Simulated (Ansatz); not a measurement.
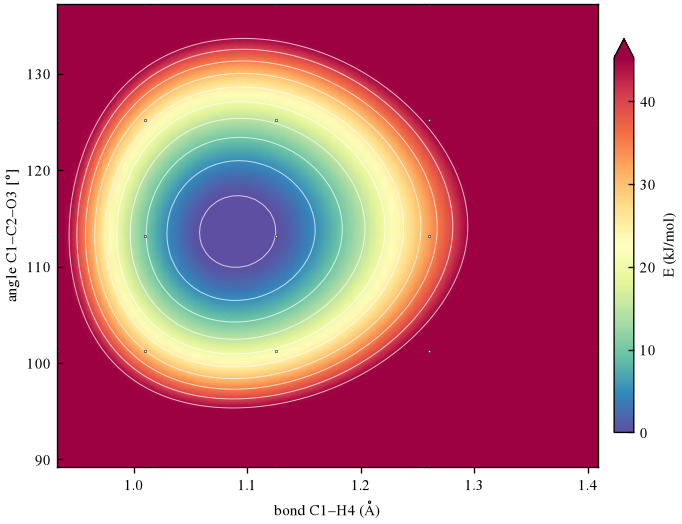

C₂H₅O, SMILES [CH2]CO, spin multiplicity 2. Two internal coordinates are moved rigidly from the geometry relaxed at PBE0-D4/def2-TZVP, all others fixed. Coordinates scanned: (1) bond C1–H4; (2) angle C1–C2–O3. The scan uses a 5 × 5 grid. Energies are in kJ/mol, from the lowest grid point. These are results of UKS PBE-D4/def2-TZVPP in Ansatz, not measurements.

Drawn: a smooth colour map with a few white contour lines, dots at the grid points, one colour for all values above the top of the scale. Between grid points the surface is interpolated.

**Where is the minimum, and how stiff is the well along each coordinate?**

The interpolated minimum is at bond C1–H4 ≈ 1.089 Å, angle C1–C2–O3 ≈ 113.5°. The curvatures there are about 34 eV/Å² and 8.4 eV/rad², with a cross term of about −0.4 eV/(Å·rad). Round the minimum the two coordinates are nearly uncoupled. (1 eV is 96.5 kJ/mol.)
